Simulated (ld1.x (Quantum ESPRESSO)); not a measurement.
**Pseudopotential generation for Hf (part 2 of 2)**

Continued. System: hafnium (Hf, Z = 72), core [Xe] 4f14, reference valence 5d2 6s2 6p0, valence charge 4. Method: TM potential, LDA (PZ), fully relativistic, made with ld1.x (Quantum ESPRESSO) 7.5.

Output of the test run (extracts), continued:
```
     ---------------------- Testing the pseudopotential ----------------------

     Hf
     dirac relativistic calculation

     atomic number is 72.00   valence charge is  4.00
     dft =PZ   lsd =0 sic =0 latt =0  beta=0.20 tr2=1.0E-14
     mesh =1271 r(mesh) =  99.31870 xmin = -7.00 dx = 0.01250

     n l  j  nl             e AE (Ry)       e PS (Ry)    De AE-PS (Ry)
     3 2 1.5 5D   1( 0.40)       -0.40562       -0.39859       -0.00703  !
     3 2 2.5 5D   1( 0.60)       -0.36564       -0.35922       -0.00642  !
     1 0 0.5 6S   1( 2.00)       -0.49382       -0.49395        0.00013
     2 1 0.5 6P   1( 0.33)       -0.20233       -0.20206       -0.00027
     2 1 1.5 6P   1( 0.67)       -0.16328       -0.16275       -0.00053

     eps = 8.7E-15  iter = 14

     Etot =  -30177.136562 Ry,  -15088.568281 Ha, -410580.859396 eV
     Etotps =    -5.446399 Ry,      -2.723200 Ha,     -74.102039 eV
     dEtot_ae =       0.150959 Ry
     dEtot_ps =       0.149112 Ry,   Delta E=       0.001848 Ry

     Ekin =       3.358606 Ry,       1.679303 Ha,      45.696166 eV
     Encl =      -9.211472 Ry,      -4.605736 Ha,    -125.328467 eV
     Ehrt =       4.347347 Ry,       2.173674 Ha,      59.148669 eV
     Ecxc =      -1.460007 Ry,      -0.730003 Ha,     -19.864406 eV
     Epseu=      -2.480873 Ry,      -1.240437 Ha,     -33.754000 eV

     ---------------------- End of pseudopotential test ----------------------

     ---------------------- Testing the pseudopotential ----------------------

     Hf
     dirac relativistic calculation

     atomic number is 72.00   valence charge is  4.00
     dft =PZ   lsd =0 sic =0 latt =0  beta=0.20 tr2=1.0E-14
     mesh =1271 r(mesh) =  99.31870 xmin = -7.00 dx = 0.01250

     n l  j  nl             e AE (Ry)       e PS (Ry)    De AE-PS (Ry)
     3 2 1.5 5D   1( 0.80)       -0.32147       -0.32226        0.00078
     3 2 2.5 5D   1( 1.20)       -0.28582       -0.28633        0.00051
     1 0 0.5 6S   1( 1.00)       -0.45474       -0.45363       -0.00111
     2 1 0.5 6P   1( 0.33)       -0.18308       -0.18259       -0.00049
     2 1 1.5 6P   1( 0.67)       -0.14918       -0.14886       -0.00032

     eps = 1.0E-15  iter =  9

     Etot =  -30177.002149 Ry,  -15088.501075 Ha, -410579.030615 eV
     Etotps =    -5.310501 Ry,      -2.655250 Ha,     -72.253046 eV
     dEtot_ae =       0.285372 Ry
     dEtot_ps =       0.285010 Ry,   Delta E=       0.000362 Ry

     Ekin =       5.303643 Ry,       2.651822 Ha,      72.159742 eV
     Encl =      -8.980497 Ry,      -4.490248 Ha,    -122.185880 eV
     Ehrt =       4.553782 Ry,       2.276891 Ha,      61.957365 eV
     Ecxc =      -1.520093 Ry,      -0.760047 Ha,     -20.681925 eV
     Epseu=      -4.667336 Ry,      -2.333668 Ha,     -63.502348 eV

     ---------------------- End of pseudopotential test ----------------------

     ---------------------- Testing the pseudopotential ----------------------

     Hf
     dirac relativistic calculation

     atomic number is 72.00   valence charge is  4.00
     dft =PZ   lsd =0 sic =0 latt =0  beta=0.20 tr2=1.0E-14
     mesh =1271 r(mesh) =  99.31870 xmin = -7.00 dx = 0.01250

     n l  j  nl             e AE (Ry)       e PS (Ry)    De AE-PS (Ry)
     3 2 1.5 5D   1( 0.80)       -0.80487       -0.80446       -0.00041
     3 2 2.5 5D   1( 1.20)       -0.76526       -0.76421       -0.00105
     1 0 0.5 6S   1( 0.00)       -0.88938       -0.88436       -0.00502  !
     2 1 0.5 6P   1( 0.33)       -0.56929       -0.56629       -0.00300
     2 1 1.5 6P   1( 0.67)       -0.51797       -0.51593       -0.00205

     eps = 4.9E-15  iter =  9

     Etot =  -30176.335537 Ry,  -15088.167768 Ha, -410569.960887 eV
     Etotps =    -4.646634 Ry,      -2.323317 Ha,     -63.220677 eV
     dEtot_ae =       0.951985 Ry
     dEtot_ps =       0.948877 Ry,   Delta E=       0.003108 Ry

     Ekin =       5.583332 Ry,       2.791666 Ha,      75.965102 eV
     Encl =      -6.829734 Ry,      -3.414867 Ha,     -92.923270 eV
     Ehrt =       2.908431 Ry,       1.454215 Ha,      39.571219 eV
     Ecxc =      -1.176849 Ry,      -0.588424 Ha,     -16.011845 eV
     Epseu=      -5.131814 Ry,      -2.565907 Ha,     -69.821883 eV

     ---------------------- End of pseudopotential test ----------------------

     ---------------------- Testing the pseudopotential ----------------------

     Hf
     dirac relativistic calculation

     atomic number is 72.00   valence charge is  4.00
     dft =PZ   lsd =0 sic =0 latt =0  beta=0.20 tr2=1.0E-14
     mesh =1271 r(mesh) =  99.31870 xmin = -7.00 dx = 0.01250

     n l  j  nl             e AE (Ry)       e PS (Ry)    De AE-PS (Ry)
     3 2 1.5 5D   1( 0.40)       -0.82974       -0.82091       -0.00883  !
     3 2 2.5 5D   1( 0.60)       -0.78774       -0.77947       -0.00827  !
     1 0 0.5 6S   1( 2.00)       -0.88823       -0.88711       -0.00112
     2 1 0.5 6P   1( 0.00)       -0.55733       -0.55629       -0.00104
     2 1 1.5 6P   1( 0.00)       -0.50254       -0.50164       -0.00091

     eps = 2.4E-16  iter =  7

     Etot =  -30176.792658 Ry,  -15088.396329 Ha, -410576.180339 eV
     Etotps =    -5.103243 Ry,      -2.551622 Ha,     -69.433161 eV
     dEtot_ae =       0.494864 Ry
     dEtot_ps =       0.492268 Ry,   Delta E=       0.002596 Ry

     Ekin =       3.259245 Ry,       1.629622 Ha,      44.344283 eV
     Encl =      -7.417183 Ry,      -3.708592 Ha,    -100.915921 eV
     Ehrt =       2.886991 Ry,       1.443495 Ha,      39.279510 eV
     Ecxc =      -1.174774 Ry,      -0.587387 Ha,     -15.983618 eV
     Epseu=      -2.657521 Ry,      -1.328760 Ha,     -36.157414 eV

     ---------------------- End of pseudopotential test ----------------------
```

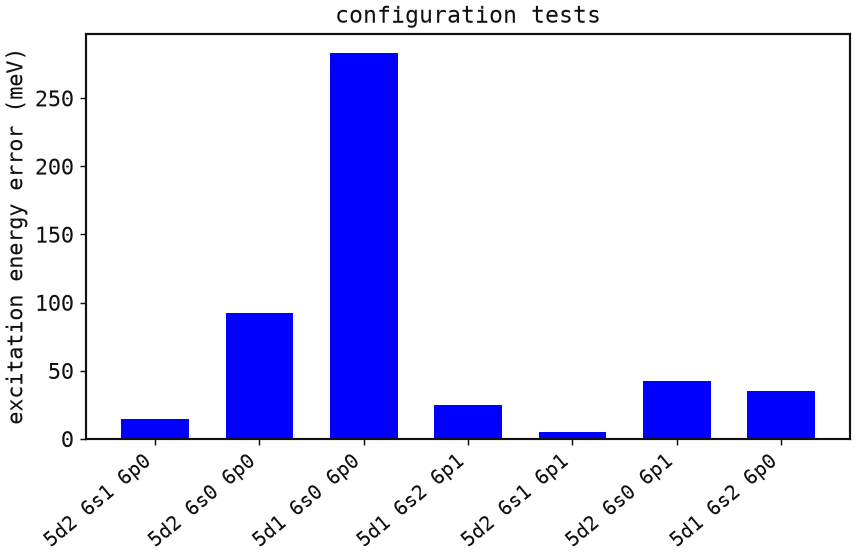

Figure 1. Errors, all-electron minus pseudo, of the energies of valence configurations relative to the unpolarised reference 5d2 6s2 6p0.

- Worst configuration: 5d1 6s0 6p0 (charge +3): the error is +283 meV on an all-electron energy of +44.79 eV relative to the reference, or 0.63 %.
- Configurations within 10 meV and within 50 meV: 1 and 5 of 7.
- Errors in meV: 5d2 6s1 6p0: +14; 5d2 6s0 6p0: +92; 5d1 6s0 6p0: +283; 5d1 6s2 6p1: +25; 5d2 6s1 6p1: +4.9; 5d2 6s0 6p1: +42; 5d1 6s2 6p0: +35.

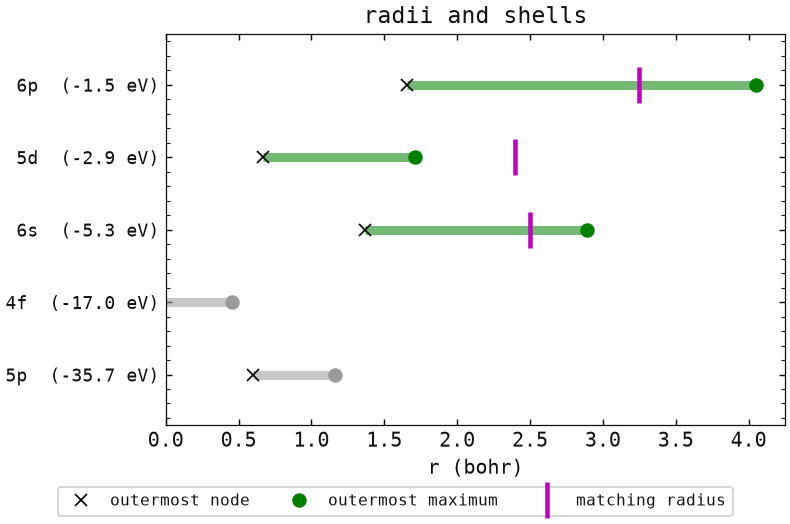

Figure 2. Outer shells of the all-electron reference atom: each bar runs from the outermost node (or the nucleus) to the outermost maximum of u(r); the tick is the radius chosen for the pseudo-wave. Shells without a tick have no pseudo-wave of their own. Levels, nodes and maxima are from ld1.x, scalar-relativistic.

- Radii against the shells: 6s: 2.50 bohr, between node and maximum; 5d: 2.40 bohr, outside the maximum; 6p: 3.25 bohr, between node and maximum.

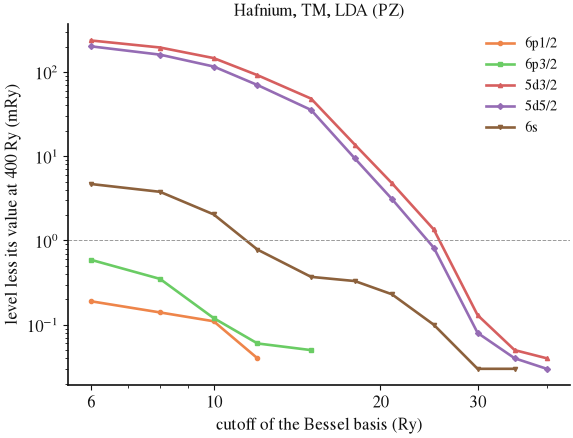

Figure 3. The pseudo-atom Hamiltonian at the reference potential is diagonalised in spherical Bessel functions (20 bohr box) up to the cutoff. Curves: distance of each valence level from its value at 400 Ry.

- Hardest occupied shell: 5d: its level needs 30 Ry to come within 1 mRy, against 12 Ry for 6s.
- Cutoffs for 10 and 1 mRy in the occupation-weighted sum of levels: 21 Ry and 30 Ry, on the ladder of cutoffs that was run.
- Cutoffs from which each level stays within 1 mRy: 6p1/2: 6 Ry or less; 6p3/2: 6 Ry or less; 5d3/2: 30 Ry; 5d5/2: 25 Ry; 6s: 12 Ry.

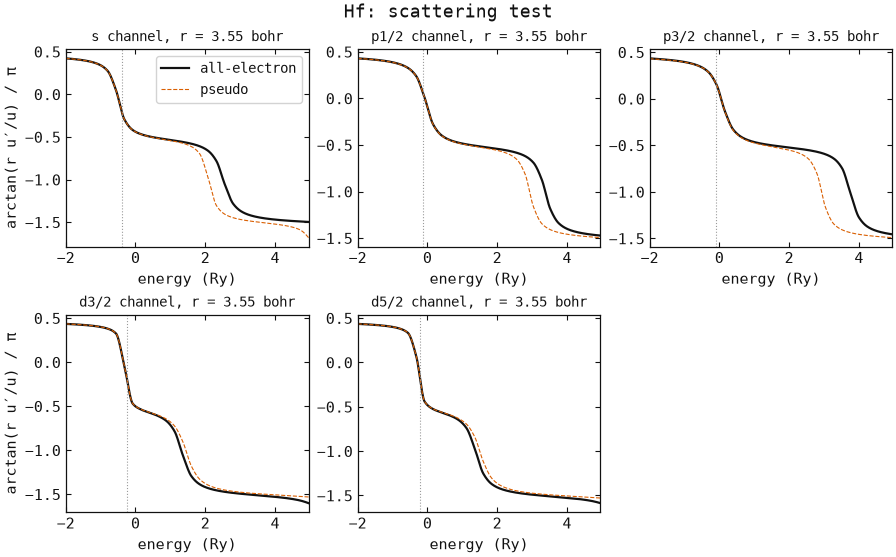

Figure 4. Unwrapped phase arctan(r u′/u) in units of π against energy, all-electron (solid) and pseudo (dashed); the pseudo phase is matched to the all-electron one at the reference energy. Here u = r R(r). The dotted line marks the reference energy of the channel.

- Range over which the phases agree within 0.05 rad: s: up to about 1.4 Ry; p1/2: up to about 2.0 Ry; p3/2: up to about 1.6 Ry; d3/2: up to about 0.8 Ry; d5/2: up to about 0.9 Ry.
- Ghost states: Going away from the reference energies, the phases part by more than π/2 in: s at about 2.3 Ry (above its reference energy, pseudo phase lower); p1/2 at about 3.1 Ry (above its reference energy, pseudo phase lower); p3/2 at about 3.0 Ry (above its reference energy, pseudo phase lower). Such a step is either a state that only one of the two atoms has or an ordinary level shifted in energy. The separate test gives: no ghost state below the valence levels in the p1/2, p3/2, d3/2, d5/2, s, f channels.
- Poles, where the radial function vanishes at the test radius: s: all-electron at 0.5 Ry, pseudo at 0.4 and 3.6 Ry; p1/2: all-electron at 1.2 Ry, pseudo at 1.1 Ry; p3/2: all-electron at 1.5 Ry, pseudo at 1.3 Ry; d3/2: all-electron at -0.0 and 3.2 Ry, pseudo at -0.0 and 3.7 Ry; d5/2: all-electron at 0.1 and 3.2 Ry, pseudo at 0.1 and 3.8 Ry.

Key numbers:

- outcome: generated
- cutoffs needed: 21 Ry and 30 Ry (the cutoffs, on a coarse ladder, from which the occupation-weighted sum of valence levels, in a spherical-Bessel basis at the reference potential, stays within 10 and 1 mRy of its value at 400 Ry); ghost states and empty shells don't enter this sum
- ghost test: no ghost state below the valence levels in the p1/2, p3/2, d3/2, d5/2, s, f channels (spherical-Bessel basis up to 400 Ry, 20 bohr box)
- largest excitation error: +283 meV (all-electron minus pseudo) for 5d1 6s0 6p0, out of 7 test configurations
- range over which the phases arctan(r u′/u) at the test radius agree within 0.05 rad (a looser test near the poles than one of phase shifts): s: up to about 1.4 Ry; p1/2: up to about 2.0 Ry; p3/2: up to about 1.6 Ry; d3/2: up to about 0.8 Ry; d5/2: up to about 0.9 Ry
- wall time: 2.6 s
